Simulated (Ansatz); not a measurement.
InBH2Cl2O: phonon calculation

System: InBH2Cl2O.
Method: UKS PBE-D4/def2-SVP (Ansatz 0.2.0).

It belongs to a series of runs on one base structure; here: vibrations at the highest image of the band.

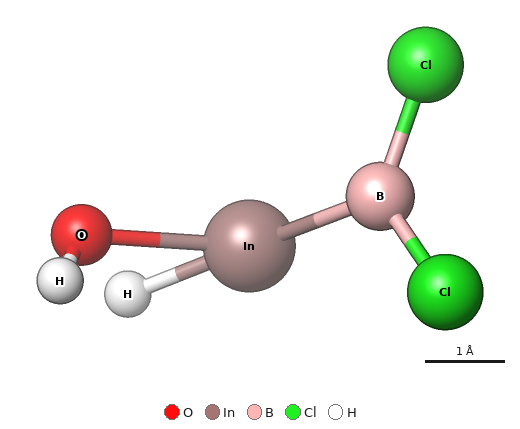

The structure (ball-and-stick view, seen at a tilt). Sticks mark near contacts. Bond lengths as drawn: B–Cl 1.76 Å, B–In 2.31 Å, H–In 1.78 Å, H–O 0.98 Å and In–O 2.22 Å.

Input
```yaml
crystal:
  periodic: [false, false, false]
  atoms:
    - { symbol: O, position_ang: [-1.145896, -1.338653, -1.317082] }
    - { symbol: In, position_ang: [-0.852443, 0.501191, -0.100814] }
    - { symbol: B, position_ang: [1.01778, 0.656226, 1.245052] }
    - { symbol: Cl, position_ang: [0.991262, 0.074252, 2.907345] }
    - { symbol: Cl, position_ang: [2.458936, 1.499613, 0.673261] }
    - { symbol: H, position_ang: [-0.47627, -1.518377, -2.013475] }
    - { symbol: H, position_ang: [-1.932168, 0.05785, -1.439988] }
magnetization:
  spin_polarized: true
basis:
  gaussian: { orbitals: def2-SVP }
hamiltonian:
  xc: pbe
  dispersion: d4
phonons: {}
```

Launch command:
```bash
ansatz run input.yaml --threads 2 --pin off --max-ram 3072MiB --backend cpu --events-out ev --progress --plain --runs-dir out
```

Log
```
Engine: ansatz 0.2.0, aarch64-unknown-linux-gnu
Functional definition: PBE
  parameter kappa = 0.804
  parameter beta = 0.06672455060314922
  exchange = pbe_x(kappa = kappa, mu = beta*pi^2/3)
  correlation = pbe_c(beta = beta)
1119 factors; their error is unknown
mean field evaluation 1: about -32941.5524 eV, gradient 4.8e1 eV
mean field evaluation 2: about -32720.4843 eV, gradient 1.4e2 eV
mean field evaluation 4: about -32938.4438 eV, gradient 4.6e1 eV
mean field evaluation 8: about -32951.8351 eV, gradient 8.2e-1 eV
mean field evaluation 16: about -32951.7998 eV, gradient 7.5e-4 eV
mean field -32951.79976478 eV, -1210.9563058237 hartree, gradient 4.9e-5 eV, S^2 0.000000; 2 other end points of the search recorded, 0 dependent functions left out
the calculation of the forces begins
reference -32951.79980720 eV, -1210.9563073824 hartree; 35, 35 occupied and 65, 65 virtual orbitals, 1119 factors
these checks for a lower state are left out or cut short: stability, starts, cluster_reference, orbital_swaps, neighbouring_geometries, increment
1119 factors; their error is unknown
mean field evaluation 32: about -32951.7997 eV, gradient 1.1e-4 eV
mean field -32951.79967430 eV, -1210.9563024983 hartree, gradient 1.8e-6 eV, S^2 0.000000; 0 other end points of the search recorded, 0 dependent functions left out
[... from here on the field's lines of each further geometry are left out, up to the last ...]
the calculation of the forces begins
reference -32951.79978751 eV, -1210.9563066590 hartree; 35, 35 occupied and 65, 65 virtual orbitals, 1119 factors
these checks for a lower state are left out or cut short: stability, starts, cluster_reference, orbital_swaps, neighbouring_geometries, increment
1119 factors; their error is unknown
mean field -32951.79975176 eV, -1210.9563053452 hartree, gradient 9.2e-7 eV, S^2 0.000000; 0 other end points of the search recorded, 0 dependent functions left out
the calculation of the forces begins
reference -32951.79979417 eV, -1210.9563069037 hartree; 35, 35 occupied and 65, 65 virtual orbitals, 1119 factors
WARN: phonons: modes at or below zero, which the zero-point energy, F, S and C_V leave out: 1, the lowest at -1051.74 cm⁻¹. A minimum has none, and a first-order saddle one
Total energy: -32951.98673700 eV, -1210.9631769257 hartree
Atom 0 at    -1.145896    -1.338653    -1.317082 Å, force    -0.004112    -0.002450     0.002429 eV/Å
Atom 1 at    -0.852443     0.501191    -0.100814 Å, force     0.007738     0.002613    -0.002429 eV/Å
Atom 2 at     1.017780     0.656226     1.245052 Å, force    -0.005624    -0.002615     0.005371 eV/Å
Atom 3 at     0.991262     0.074252     2.907345 Å, force     0.002848    -0.001236    -0.000490 eV/Å
Atom 4 at     2.458936     1.499613     0.673261 Å, force    -0.001854     0.003020    -0.002104 eV/Å
Atom 5 at    -0.476270    -1.518377    -2.013475 Å, force     0.000865    -0.000692    -0.001191 eV/Å
Atom 6 at    -1.932168     0.057850    -1.439988 Å, force     0.000139     0.001360    -0.001587 eV/Å
Dipole moment:     0.265615     0.233893    -0.018348 e Å
Vibrations: -1051.74 22.18 69.22 79.06 154.12 203.60 316.72 341.83 410.37 488.44 680.78 795.91 893.41 1590.80 3624.16 cm⁻¹, zero-point energy 0.599500 eV
```

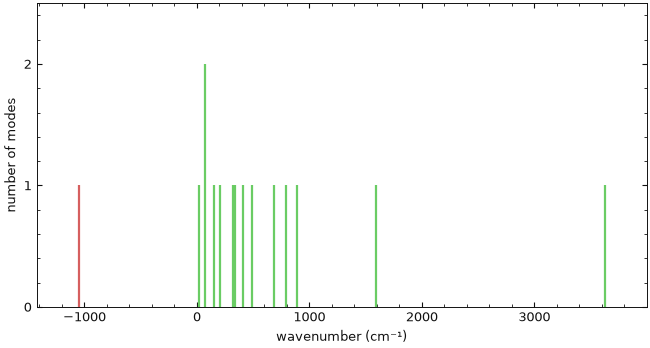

Harmonic vibrational wavenumbers from the force constants; neighbouring modes closer than 21 cm⁻¹ are counted in one stick, and imaginary ones are drawn at negative wavenumbers. 15 modes from 1052i to 3624 cm⁻¹, 1 imaginary beyond 8i (1052i cm⁻¹): a first-order saddle point, if the geometry is stationary.

Summary

- outcome: converged
- total energy: −32951.9867 eV
- mean-field energy: −32951.7998 eV
- largest force (length of the vector): 0.009 eV/Å
- hardware: 2 threads of Arm Neoverse V1, 24 GiB of memory available, shared host
- wall time: 85 s (CPU time 2.8 min)
- peak memory: 0.17 GiB
